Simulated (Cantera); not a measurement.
Feed: 1 mol SrCl₂, 5.3 mol H₂, 4.2 mol N₂, at 0.150 bar.

Method: chemical equilibrium by Gibbs-energy minimisation in Cantera with the NASA 1993 tables (ideal gas, pure condensed phases). Candidate condensed phases: NH₄Cl, Sr, SrCl₂; 15 gas species. Rates play no part.

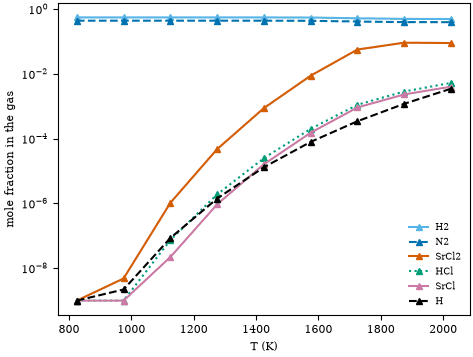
*Equilibrium gas composition (values under 1e-9 drawn at 1e-9)*

Q: Read off the mole fractions at 1125 K.

A: H₂ about 0.56, N₂ about 0.44, SrCl₂ about 1.0e-6, H about 8.6e-8, HCl about 7.4e-8, SrCl about 2.2e-8.
